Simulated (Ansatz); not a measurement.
This input was run:

```
crystal:
  lattice:
    - [2.7748915347, 0.0, 0.0]
    - [-1.3874457673, 2.4031265618, 0.0]
    - [0.0, 0.0, 33.2103283098]
  atoms:
    - { symbol: Re, position: [0.3333333333, 0.6666666667, 0.3312222601] }
    - { symbol: Re, position: [0.6666666667, 0.3333333333, 0.398733356] }
    - { symbol: Re, position: [0.3333333333, 0.6666666667, 0.466244452] }
    - { symbol: Re, position: [0.6666666667, 0.3333333333, 0.533755548] }
    - { symbol: Re, position: [0.3333333333, 0.6666666667, 0.601266644] }
    - { symbol: Re, position: [0.6666666667, 0.3333333333, 0.6687777399] }
basis:
  ecutwfc: 420
kpoints:
  mp_grid: { grid: [15, 15, 1] }
hamiltonian:
  xc: pbe
scf:
  occupations: { method: gaussian, width: 0.1 }
output:
  forces: true
  stress: true
  eigenvalues: true
efield:
  axis: 3
  dipole_correction: true
  ramp_width: 0.04
```

Run as:
```bash
ansatz run input.yaml --threads 2 --pin off --max-ram 5632MiB --backend cpu --events-out ev --progress --plain --runs-dir out
```

What does the potential across the slab give for the work function?

The work function is 5.03 eV, the same on both faces. The two vacuum levels agree, so the slab has no net dipole along its normal. The outermost atoms are 11.2 Å apart, which leaves 22.0 Å of vacuum in a cell 33.2 Å high.

The atoms aren't at rest in this cell (largest force 1.4 eV/Å), so the relaxed material can differ. Spin-orbit coupling is left out, which matters for Re.

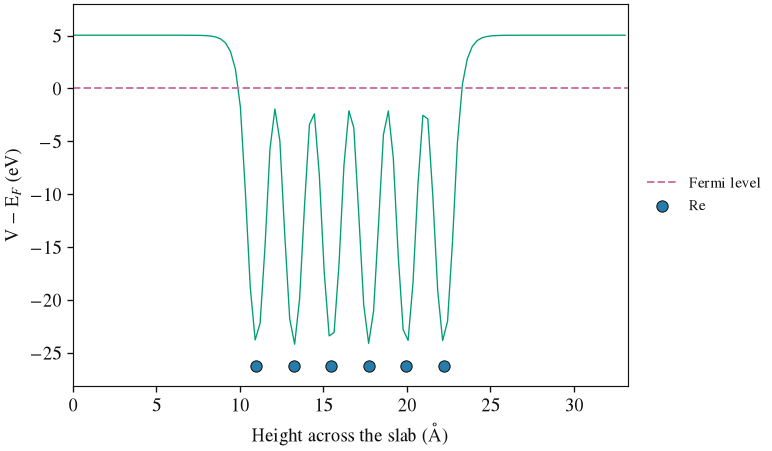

Plane-averaged electrostatic potential energy of an electron across the slab; circles at the bottom mark the heights of the atoms.
